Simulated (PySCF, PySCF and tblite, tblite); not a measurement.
# 3-methylcatechol (C₇H₈O₂): a path driven as rotation about a bond, and NMR exchange

Aim: the barrier and rate of rotation about a bond in 3-methylcatechol (C₇H₈O₂) (`Cc1cccc(O)c1O`), and what it does to NMR lines.

Programs: PySCF 2.14.0 with density-fitted response routines of our own, and tblite 0.8.0. All values are computed, except where a source is named. Atoms count from 0 throughout.

## Step 1: The starting structure

17 atoms, charge 0, multiplicity 1; geometry from: force field or distance geometry start.

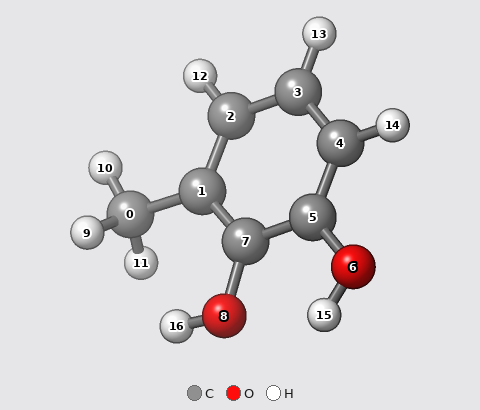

The starting geometry (carbon grey, oxygen red, hydrogen white), atoms numbered.

## Step 2: GFN2-xTB relaxation, start minimum

The job: settings as JSON, then the geometry in Å.

```
{"job": {"xc": "GFN2-xTB", "basis": "xTB", "kind": "relax"}, "charge": 0, "multiplicity": 1}
C     -1.215600    -0.672800    -1.673300
C     -0.196500    -0.523800    -0.603500
C      1.165200    -0.805500    -0.882000
C      2.146200    -0.672800     0.087800
C      1.807500    -0.284800     1.395000
C      0.476700    -0.012700     1.678200
O      0.149600     0.381100     2.944300
C     -0.507300    -0.125900     0.711900
O     -1.785200     0.159700     1.112700
H     -1.725900     0.288000    -1.844300
H     -0.781000    -0.991900    -2.621600
H     -1.972600    -1.423300    -1.385900
H      1.444200    -1.112900    -1.875900
H      3.188000    -0.897200    -0.151400
H      2.565600    -0.177100     2.158000
H     -0.822400     0.509300     2.923400
H     -2.388600     0.049400     0.360400
```

Launch:

```bash
> OMP_NUM_THREADS=1 python ens_run.py task.json out
```

One launch serves the whole session.

Standard output:

```text
step      E/eV     max force
  0    -739.99388    1.808
  1    -740.05475    0.719
  2    -740.06926    0.197
  3    -740.07348    0.147
  4    -740.07600    0.115
  5    -740.07702    0.082
  6    -740.07775    0.065
  7    -740.07841    0.075
  8    -740.07904    0.068
  9    -740.07943    0.055
 10    -740.07966    0.043
 11    -740.07986    0.043
 12    -740.08010    0.041
 13    -740.08034    0.036
 14    -740.08050    0.025
 15    -740.08058    0.019
 16    -740.08063    0.016
 17    -740.08068    0.015
 18    -740.08071    0.013
 19    -740.08074    0.012
 20    -740.08076    0.011
 21    -740.08077    0.008
 22    -740.08078    0.008
 23    -740.08079    0.008
 24    -740.08080    0.007
 25    -740.08080    0.005
 26    -740.08081    0.005
 27    -740.08081    0.003
 28    -740.08081    0.004
 29    -740.08081    0.004
 30    -740.08081    0.002
```

It took 0.16 s on 1 thread of Arm Neoverse V2, shared host.

The energy fell by 0.087 eV, and the atoms moved 0.02 Å (root mean square).

## Step 3: Relaxed scan, rotation

The job: settings as JSON, then the geometry in Å.

```
{"job": {"xc": "GFN2-xTB", "basis": "xTB", "coordinate": [["t", [5, 7, 8, 16], 0.5], ["t", [1, 7, 8, 16], 0.5]], "kind": "drive"}, "charge": 0, "multiplicity": 1}
C     -1.227001    -0.665629    -1.652255
C     -0.163086    -0.533330    -0.597309
C      1.170369    -0.802029    -0.881322
C      2.143855    -0.679008     0.091850
C      1.806091    -0.283839     1.373519
C      0.483353    -0.010175     1.682214
O      0.139122     0.378449     2.937791
C     -0.498387    -0.136453     0.692408
O     -1.790857     0.153838     1.077203
H     -1.731372     0.287309    -1.824346
H     -0.782347    -0.982663    -2.591316
H     -1.974189    -1.408848    -1.366879
H      1.442295    -1.111442    -1.879340
H      3.174281    -0.891656    -0.147308
H      2.548555    -0.181126     2.147804
H     -0.817770     0.518873     2.949357
H     -2.375069     0.034684     0.321663
```

Standard output:

```text
point  coordinate     E/eV
  0    104.700     -740.06865
  1    119.600     -740.03925
  2    134.500     -739.99578
  3    149.500     -739.94748
  4    164.600     -739.90289
  5    179.700     -739.87013
  6    194.900     -739.85337
  7    210.000     -739.85256
  8    225.000     -739.86124
  9    240.000     -739.86849
 10    254.800     -739.86238
 11    269.600     -739.83554
```

Wall time 1.3 s (1 thread of Arm Neoverse V2, shared host).

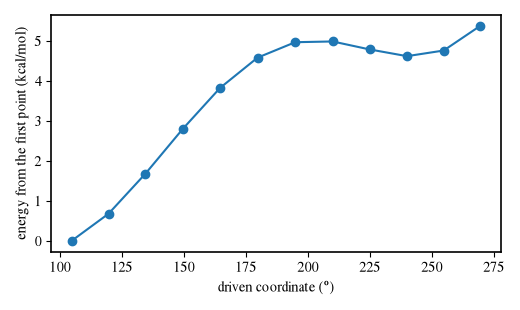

Energy along the scan.

## Step 4: Nudged elastic band, leg 1

Changed since step 3:

```diff
@@ -1,2 +1,2 @@
-{"job": {"xc": "GFN2-xTB", "basis": "xTB", "coordinate": [["t", [5, 7, 8, 16], 0.5], ["t", [1, 7, 8, 16], 0.5]], "kind": "drive"}, "charge": 0, "multiplicity": 1}
+{"job": {"xc": "GFN2-xTB", "basis": "xTB", "kind": "neb"}, "charge": 0, "multiplicity": 1}
 C     -1.227001    -0.665629    -1.652255
```

Standard output:

```text
image   E - E0 / eV
  0       0.0000
  1       0.0370
  2       0.1246
  3       0.2038
  4       0.2300
  5       0.2132
  6       0.2101
```

Wall time 1.1 s (1 thread of Arm Neoverse V2, shared host).

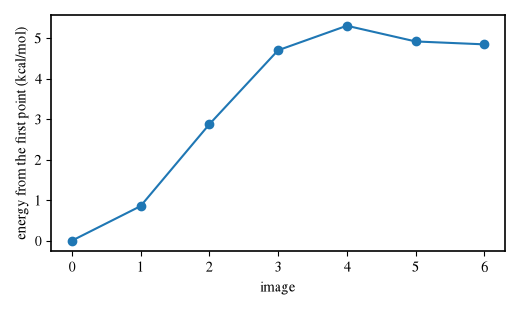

Energy along the band.

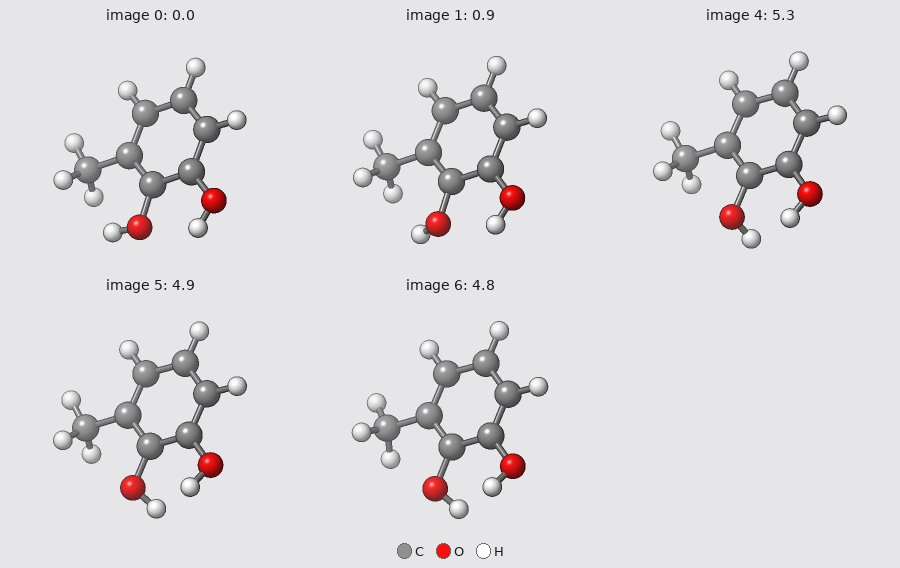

Images along the band, with energies in kcal/mol.

## Step 5: Saddle search, leg 1

The job: settings as JSON, then the geometry in Å.

```
{"job": {"xc": "GFN2-xTB", "basis": "xTB", "kind": "saddle"}, "charge": 0, "multiplicity": 1}
C     -1.261906    -0.225324    -1.909901
C     -0.227621    -0.129970    -0.833171
C      1.107899    -0.437015    -1.055959
C      2.033223    -0.363590    -0.031139
C      1.651265     0.038104     1.234106
C      0.324572     0.365400     1.474938
O     -0.059278     0.773175     2.717932
C     -0.612990     0.260308     0.444715
O     -1.939033     0.597419     0.699980
H     -1.809019     0.712142    -1.987295
H     -0.804420    -0.455444    -2.867196
H     -1.981040    -1.006422    -1.663653
H      1.418129    -0.747324    -2.042172
H      3.064531    -0.621280    -0.218409
H      2.361013     0.115609     2.041296
H     -0.952129     1.142761     2.655788
H     -2.313197    -0.018547     1.340139
```

Standard output:

```text
step      E/eV     max force
  0    -739.85079   0.0514
  1    -739.85142   0.1446
  2    -739.85198   0.0327
  3    -739.85213   0.0105
  4    -739.85188   0.1096
  5    -739.85220   0.0177
  6    -739.85231   0.0121
  7    -739.85234   0.0503
  8    -739.85237   0.0063
  9    -739.85243   0.0155
 10    -739.85249   0.0200
 11    -739.85257   0.0118
 12    -739.85262   0.0311
 13    -739.85261   0.0045
 14    -739.85266   0.0096
 15    -739.85270   0.0120
 16    -739.85275   0.0075
 17    -739.85280   0.0195
 18    -739.85284   0.0240
 19    -739.85290   0.0158
 20    -739.85295   0.0212
 21    -739.85301   0.0167
 22    -739.85305   0.0163
 23    -739.85308   0.0193
 24    -739.85312   0.0130
 25    -739.85315   0.0181
 26    -739.85319   0.0117
 27    -739.85321   0.0146
 28    -739.85323   0.0126
 29    -739.85325   0.0104
 30    -739.85327   0.0114
 31    -739.85329   0.0082
 32    -739.85329   0.0073
 33    -739.85330   0.0073
 34    -739.85331   0.0041
 35    -739.85331   0.0041
 36    -739.85331   0.0024
lowest wavenumbers (cm-1): -217.7 34.9 140.4 218.0 278.7 284.9
```

Wall time 6 s (1 thread of Arm Neoverse V2, shared host).

Point group C1; 1 imaginary mode, 218i cm⁻¹, carried by H16, O8. Steps downhill from it reached both ends.

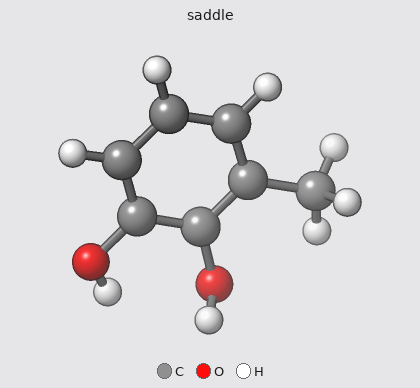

The saddle point.

## Step 6: Shieldings, start: CAM-B3LYP/pcSseg-1

The job: settings as JSON, then the geometry in Å.

```
{"job": {"kind": "nmr", "xc": "CAM-B3LYP", "basis": "pcSseg-1", "pop": false}, "charge": 0, "multiplicity": 1}
C     -1.227001    -0.665629    -1.652255
C     -0.163086    -0.533330    -0.597309
C      1.170369    -0.802029    -0.881322
C      2.143855    -0.679008     0.091850
C      1.806091    -0.283839     1.373519
C      0.483353    -0.010175     1.682214
O      0.139122     0.378449     2.937791
C     -0.498387    -0.136453     0.692408
O     -1.790857     0.153838     1.077203
H     -1.731372     0.287309    -1.824346
H     -0.782347    -0.982663    -2.591316
H     -1.974189    -1.408848    -1.366879
H      1.442295    -1.111442    -1.879340
H      3.174281    -0.891656    -0.147308
H      2.548555    -0.181126     2.147804
H     -0.817770     0.518873     2.949357
H     -2.375069     0.034684     0.321663
```

Standard output:

```text
coarse grid: 14736 points
cycle   1  E = -421.5499664495  dE =  1.965e+00  |g| = 8.021e-01  |ddm| = 4.105e+00
cycle   2  E = -421.5208033772  dE =  2.916e-02  |g| = 9.451e-01  |ddm| = 1.558e+00
cycle   3  E = -421.6700019115  dE = -1.492e-01  |g| = 8.959e-02  |ddm| = 8.656e-01
cycle   4  E = -421.6715483842  dE = -1.546e-03  |g| = 3.228e-02  |ddm| = 1.070e-01
cycle   5  E = -421.6717928351  dE = -2.445e-04  |g| = 8.936e-03  |ddm| = 4.659e-02
cycle   6  E = -421.6718091926  dE = -1.636e-05  |g| = 3.574e-03  |ddm| = 1.130e-02
cycle   7  E = -421.6718123168  dE = -3.124e-06  |g| = 4.834e-04  |ddm| = 3.665e-03
final grid: 143848 points
cycle   8  E = -421.7663743207  dE = -3.928e-05  |g| = 4.049e-03  |ddm| = 3.060e-02
cycle   9  E = -421.7663752654  dE = -9.448e-07  |g| = 3.732e-03  |ddm| = 7.920e-03
cycle  10  E = -421.7663783586  dE = -3.093e-06  |g| = 6.916e-04  |ddm| = 3.754e-03
cycle  11  E = -421.7663784341  dE = -7.543e-08  |g| = 1.648e-04  |ddm| = 6.364e-04
cycle  12  E = -421.7663784396  dE = -5.588e-09  |g| = 2.830e-05  |ddm| = 2.073e-04
cycle  13  E = -421.7663784398  dE = -1.618e-10  |g| = 1.514e-05  |ddm| = 4.375e-05
converged SCF energy = -421.7663784398

GIAO shielding tensors (ppm)
atom      isotropic    diamagn.    paramagn.     s11        s22        s33       span
  0 C      168.291     246.750     -78.459    156.967    160.559    187.347     30.381
  1 C       56.830     265.916    -209.087    -28.890     34.053    165.326    194.216
  2 C       56.553     251.664    -195.111    -45.310     60.286    154.683    199.992
  3 C       54.820     254.924    -200.104    -56.571     45.742    175.288    231.859
  4 C       62.322     254.361    -192.038    -26.543     48.798    164.711    191.254
  5 C       28.395     254.282    -225.887    -45.549     10.472    120.262    165.810
  6 O      239.781     386.433    -146.652    192.581    232.034    294.727    102.146
  7 C       33.535     254.900    -221.364    -39.395     24.285    115.716    155.111
  8 O      251.193     390.796    -139.603    219.212    243.752    290.614     71.402
  9 H       29.523      30.651      -1.128     24.886     28.122     35.560     10.675
 10 H       29.381      30.098      -0.717     24.033     28.659     35.451     11.417
 11 H       29.521      29.648      -0.127     24.888     28.112     35.563     10.676
 12 H       24.936      32.840      -7.904     21.005     25.239     28.564      7.559
 13 H       24.722      30.272      -5.550     21.278     25.902     26.986      5.708
 14 H       24.621      29.482      -4.860     20.972     25.113     27.778      6.807
 15 H       26.427      33.218      -6.791     15.309     28.465     35.508     20.199
 16 H       27.559      34.202      -6.642     17.237     27.653     37.788     20.552
```

Run time: 33 s. Hardware: 1 thread of Arm Neoverse V2, shared host; peak memory 1 GiB.

In short: HOMO -7.38 eV, LUMO 1.16 eV; dipole 2.89 D.

## Step 7: Shieldings, saddle of leg 1: CAM-B3LYP/pcSseg-1

The job: settings as JSON, then the geometry in Å.

```
{"job": {"kind": "nmr", "xc": "CAM-B3LYP", "basis": "pcSseg-1", "pop": false}, "charge": 0, "multiplicity": 1}
C     -1.258546    -0.236623    -1.921447
C     -0.245958    -0.143579    -0.820997
C      1.079199    -0.507470    -1.032710
C      2.008957    -0.442124    -0.012561
C      1.644510     0.014073     1.241254
C      0.333324     0.399034     1.470120
O     -0.038424     0.869015     2.694992
C     -0.613785     0.295333     0.444948
O     -1.924736     0.681141     0.716177
H     -2.155074     0.316809    -1.656589
H     -0.851330     0.164166    -2.846965
H     -1.529093    -1.278411    -2.095136
H      1.374733    -0.851862    -2.012457
H      3.030811    -0.738200    -0.194633
H      2.356718     0.088793     2.046782
H     -0.909338     1.283659     2.604657
H     -2.301969     0.086246     1.374565
```

Standard output:

```text
coarse grid: 14736 points
cycle   1  E = -421.5416237464  dE =  1.939e+00  |g| = 8.181e-01  |ddm| = 4.079e+00
cycle   2  E = -421.5117870990  dE =  2.984e-02  |g| = 9.614e-01  |ddm| = 1.542e+00
cycle   3  E = -421.6661751492  dE = -1.544e-01  |g| = 8.542e-02  |ddm| = 8.568e-01
cycle   4  E = -421.6675982089  dE = -1.423e-03  |g| = 3.047e-02  |ddm| = 1.075e-01
cycle   5  E = -421.6678173575  dE = -2.191e-04  |g| = 7.630e-03  |ddm| = 4.455e-02
cycle   6  E = -421.6678285937  dE = -1.124e-05  |g| = 3.203e-03  |ddm| = 9.310e-03
cycle   7  E = -421.6678307236  dE = -2.130e-06  |g| = 5.392e-04  |ddm| = 3.341e-03
final grid: 143848 points
cycle   8  E = -421.7617221135  dE = -3.852e-05  |g| = 3.877e-03  |ddm| = 2.692e-02
cycle   9  E = -421.7617230536  dE = -9.402e-07  |g| = 3.526e-03  |ddm| = 7.733e-03
cycle  10  E = -421.7617258363  dE = -2.783e-06  |g| = 6.254e-04  |ddm| = 3.522e-03
cycle  11  E = -421.7617258978  dE = -6.150e-08  |g| = 1.660e-04  |ddm| = 5.625e-04
cycle  12  E = -421.7617259035  dE = -5.751e-09  |g| = 2.005e-05  |ddm| = 2.057e-04
cycle  13  E = -421.7617259037  dE = -1.207e-10  |g| = 1.220e-05  |ddm| = 3.494e-05
converged SCF energy = -421.7617259037

GIAO shielding tensors (ppm)
atom      isotropic    diamagn.    paramagn.     s11        s22        s33       span
  0 C      169.500     243.114     -73.614    157.924    163.935    186.641     28.717
  1 C       43.718     261.633    -217.915    -44.629     10.646    165.138    209.767
  2 C       55.566     251.671    -196.105    -47.339     52.801    161.235    208.573
  3 C       50.904     254.989    -204.084    -62.821     39.877    175.658    238.478
  4 C       64.627     254.643    -190.016    -22.236     51.366    164.751    186.986
  5 C       23.737     256.094    -232.357    -57.820      9.136    119.895    177.715
  6 O      235.463     388.057    -152.595    190.620    228.224    287.544     96.924
  7 C       35.291     254.794    -219.504    -38.692     35.599    108.966    147.658
  8 O      273.154     389.875    -116.721    218.760    257.398    343.304    124.544
  9 H       28.528      29.737      -1.209     22.269     30.159     33.156     10.887
 10 H       29.562      28.337       1.224     24.485     28.214     35.985     11.500
 11 H       29.458      28.264       1.194     25.546     26.807     36.020     10.474
 12 H       24.763      32.539      -7.776     20.793     24.819     28.676      7.883
 13 H       24.496      30.454      -5.958     21.119     25.442     26.926      5.807
 14 H       24.669      29.828      -5.158     20.825     25.311     27.873      7.048
 15 H       26.882      33.334      -6.451     16.846     28.345     35.457     18.611
 16 H       29.502      33.393      -3.891     21.546     25.663     41.297     19.750
```

Wall time 32 s (1 thread of Arm Neoverse V2, shared host); peak memory 1.1 GiB.

Key values: HOMO -7.68 eV, LUMO 1.09 eV; dipole 1.47 D.

## Step 8: Shieldings, end: CAM-B3LYP/pcSseg-1

The job: settings as JSON, then the geometry in Å.

```
{"job": {"kind": "nmr", "xc": "CAM-B3LYP", "basis": "pcSseg-1", "pop": false}, "charge": 0, "multiplicity": 1}
C     -1.158952    -0.609470    -1.813135
C     -0.145940    -0.523046    -0.714934
C      1.202975    -0.761106    -0.934585
C      2.119022    -0.685445     0.099123
C      1.706082    -0.336616     1.371216
C      0.366574    -0.073738     1.609183
O     -0.033345     0.285349     2.875703
C     -0.563607    -0.196183     0.573485
O     -1.904445     0.019416     0.807225
H     -1.515984     0.387212    -2.070059
H     -0.730919    -1.068995    -2.699501
H     -2.020041    -1.187689    -1.483750
H      1.533540    -1.020701    -1.929071
H      3.162505    -0.887904    -0.086947
H      2.401426    -0.254966     2.190840
H     -0.822018     0.840054     2.820114
H     -2.106613    -0.197932     1.726048
```

Standard output:

```text
coarse grid: 14736 points
cycle   1  E = -421.5383651509  dE =  1.951e+00  |g| = 8.208e-01  |ddm| = 4.085e+00
cycle   2  E = -421.5079805411  dE =  3.038e-02  |g| = 9.652e-01  |ddm| = 1.673e+00
cycle   3  E = -421.6643696556  dE = -1.564e-01  |g| = 8.615e-02  |ddm| = 9.238e-01
cycle   4  E = -421.6658139841  dE = -1.444e-03  |g| = 2.948e-02  |ddm| = 1.047e-01
cycle   5  E = -421.6660247403  dE = -2.108e-04  |g| = 6.309e-03  |ddm| = 4.266e-02
cycle   6  E = -421.6660335877  dE = -8.847e-06  |g| = 2.009e-03  |ddm| = 7.349e-03
final grid: 143848 points
cycle   7  E = -421.7604361010  dE = -3.791e-05  |g| = 4.477e-03  |ddm| = 2.819e-02
cycle   8  E = -421.7604361149  dE = -1.392e-08  |g| = 4.653e-03  |ddm| = 8.770e-03
cycle   9  E = -421.7604408986  dE = -4.784e-06  |g| = 6.142e-04  |ddm| = 4.460e-03
cycle  10  E = -421.7604409636  dE = -6.506e-08  |g| = 1.819e-04  |ddm| = 5.945e-04
cycle  11  E = -421.7604409708  dE = -7.201e-09  |g| = 5.162e-05  |ddm| = 2.335e-04
cycle  12  E = -421.7604409715  dE = -6.991e-10  |g| = 1.422e-05  |ddm| = 6.100e-05
converged SCF energy = -421.7604409715

GIAO shielding tensors (ppm)
atom      isotropic    diamagn.    paramagn.     s11        s22        s33       span
  0 C      166.255     242.952     -76.696    154.293    160.349    184.123     29.830
  1 C       48.312     261.475    -213.163    -36.862     15.081    166.717    203.579
  2 C       53.477     251.248    -197.771    -50.377     54.242    156.565    206.941
  3 C       54.615     255.211    -200.596    -56.383     44.926    175.303    231.686
  4 C       61.499     254.830    -193.330    -28.622     49.459    163.661    192.284
  5 C       30.033     258.785    -228.753    -46.997     19.833    117.261    164.258
  6 O      249.169     389.685    -140.516    208.766    244.414    294.327     85.562
  7 C       32.542     253.062    -220.520    -42.081     24.324    115.385    157.466
  8 O      252.481     388.725    -136.244    211.220    232.932    313.290    102.070
  9 H       29.275      28.746       0.529     24.879     27.446     35.501     10.622
 10 H       29.716      29.202       0.514     24.389     28.979     35.780     11.391
 11 H       28.937      28.488       0.448     23.553     29.060     34.197     10.645
 12 H       24.695      32.494      -7.798     20.854     24.863     28.369      7.515
 13 H       24.660      30.298      -5.638     21.163     25.862     26.954      5.791
 14 H       24.528      30.008      -5.480     20.779     24.963     27.843      7.064
 15 H       28.506      34.379      -5.874     19.023     28.934     37.559     18.536
 16 H       28.451      32.972      -4.521     18.772     28.213     38.367     19.595
```

Run time: 32 s. Hardware: 1 thread of Arm Neoverse V2, shared host; peak memory 1.1 GiB.

This run: HOMO -7.66 eV, LUMO 1.15 eV; dipole 0.91 D.

## Step 9: The path in numbers

The job: settings as JSON, then the geometry in Å.

```
{"job": {"smiles": "Cc1cccc(O)c1O", "charge": 0, "mult": 1, "motion": "rotation", "what": "aryl ether", "atoms": [7, 8], "drives": [{"terms": [["t", [5, 7, 8, 16], 0.5], ["t", [1, 7, 8, 16], 0.5]], "by": 180, "n": 12}], "study": "path", "level": {"kind": "nmr", "xc": "CAM-B3LYP", "basis": "pcSseg-1"}, "fields": [60, 360, 600], "first": 2, "seed": 966, "kind": "path"}, "charge": 0, "multiplicity": 1}
C     -1.227001    -0.665629    -1.652255
C     -0.163086    -0.533330    -0.597309
C      1.170369    -0.802029    -0.881322
C      2.143855    -0.679008     0.091850
C      1.806091    -0.283839     1.373519
C      0.483353    -0.010175     1.682214
O      0.139122     0.378449     2.937791
C     -0.498387    -0.136453     0.692408
O     -1.790857     0.153838     1.077203
H     -1.731372     0.287309    -1.824346
H     -0.782347    -0.982663    -2.591316
H     -1.974189    -1.408848    -1.366879
H      1.442295    -1.111442    -1.879340
H      3.174281    -0.891656    -0.147308
H      2.548555    -0.181126     2.147804
H     -0.817770     0.518873     2.949357
H     -2.375069     0.034684     0.321663
```

Standard output:

```text
stationary points (kcal/mol above the start)
  n  kind          group   xTB      DFT    lowest mode
  0  minimum      Cs       0.00     0.00     130.0
  1  saddle       C1       5.25     2.94    -217.7
  2  minimum      C1       4.84     3.76      49.4

GFN2-xTB energies: T/K, barrier G, reaction G (kcal/mol), k forward, k back (1/s)
 150.00     4.25     4.14   4.07e+06   2.16e+12
 200.00     4.22     4.07   2.03e+08    2.8e+12
 250.00     4.22     3.99   2.13e+09    3.3e+12
 298.15     4.24     3.93   9.74e+09   3.68e+12
 350.00     4.27     3.86   3.12e+10      4e+12
 400.00     4.33     3.79    7.2e+10   4.26e+12
 500.00     4.48     3.68    2.3e+11   4.64e+12

CAM-B3LYP/pcSseg-1 + D3(BJ) energies: T/K, barrier G, reaction G (kcal/mol), k forward, k back (1/s)
 150.00     1.95     3.05   9.16e+09   1.27e+14
 200.00     1.92     2.98   6.63e+10   5.96e+13
 250.00     1.92     2.91   2.19e+11   3.81e+13
 298.15     1.94     2.84   4.73e+11   2.86e+13
 350.00     1.97     2.77   8.54e+11    2.3e+13
 400.00     2.03     2.71    1.3e+12   1.96e+13
 500.00     2.18     2.59   2.33e+12   1.58e+13
```

Run time: 1.8 min. Hardware: 1 thread of Arm Neoverse V2, shared host; peak memory 1.1 GiB. This counts the whole study up to here.

Barriers by level (kcal/mol; entropies in cal/(mol K)). Zero-point and thermal terms come from xTB in every row. ΔG‡ leaves symmetry out; the rate counts equivalent paths (a factor of 2); effective ΔG‡, where given, is the barrier that would give that rate by Eyring's equation alone:

```csv
level,ΔE‡,with zero-point,ΔH‡,ΔS‡,ΔG‡ (298 K),ΔE of reaction,k at 298 K (1/s),effective ΔG‡
GFN2-xTB,5.25,4.38,4.32,0.3,4.24,4.85,9.7e+09,3.83
CAM-B3LYP/pcSseg-1 + D3(BJ),2.95,2.08,2.01,0.3,1.94,3.76,–,–
```

Where the barrier is not positive, the rates in the log have no meaning.

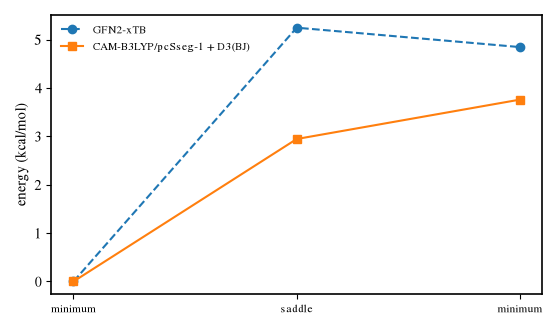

The xTB stationary points, at both levels.

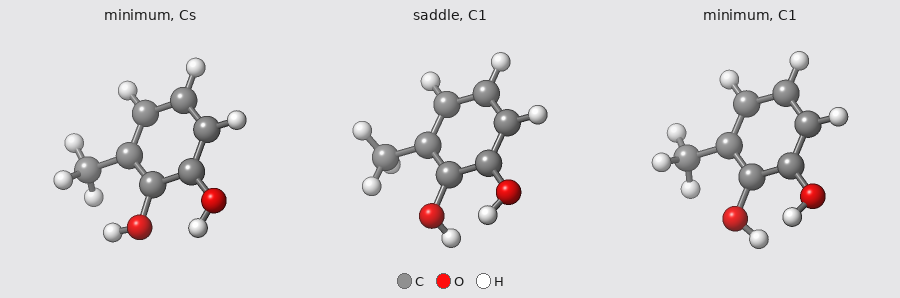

The stationary points in order.

## Step 10: Results

| quantity | value |
| --- | --- |
| barrier (GFN2-xTB) | ΔE‡ 5.2 kcal/mol |
| xTB's saddle at CAM-B3LYP/pcSseg-1 + D3(BJ) | 3.0 kcal/mol from the start, 2.1 with zero-point energy |

On the xTB geometries CAM-B3LYP/pcSseg-1 + D3(BJ) finds no proper saddle: the saddle lies below the end, so these points are not stationary on its surface. No rate or coalescence follows from it.
